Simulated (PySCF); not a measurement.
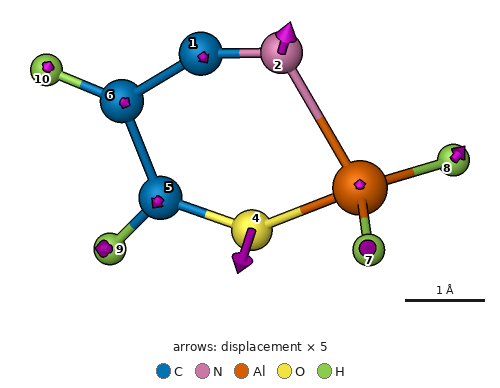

A relaxation of C3H4AlNO. The starting structure is drawn; purple arrows show the displacements, magnified 5 times. The two geometries are superimposed by the best rigid fit.

Style: ball-and-stick. Shown at a tilt.

The start comes from GFN2-xTB. Its atoms were then displaced at random by about 0.01 Å.

The calculation used PBE0-D3(BJ)/def2-SVP geometry optimisation, gas phase (PySCF). 

Atoms of which element are displaced furthest, and by how much?

Oxygen: up to 0.14 Å, against 0.10 Å for nitrogen.

What did the optimiser do to the structure, and how much energy did it gain?

The O atom moves most after the best rigid fit: 0.14 Å. Largest moves by element: O 0.14 Å, N 0.10 Å, H 0.05 Å, C 0.04 Å, Al 0.03 Å. Some distances before and after: Al–O 1.747 → 1.865 Å, Al–N 2.024 → 2.069 Å, Al–H 1.542 → 1.583 Å, C–N 1.138 → 1.173 Å. Bond angles that change, for instance: Al–O–C 139.6° → 131.3°, C–N–Al 110.3° → 103.1°, N–C–C 152.7° → 158.7°. The energy falls by 6.46 kcal/mol in 8 geometry steps. Cost: 40 s on 1 thread of Arm Neoverse V1, with other jobs on the host.
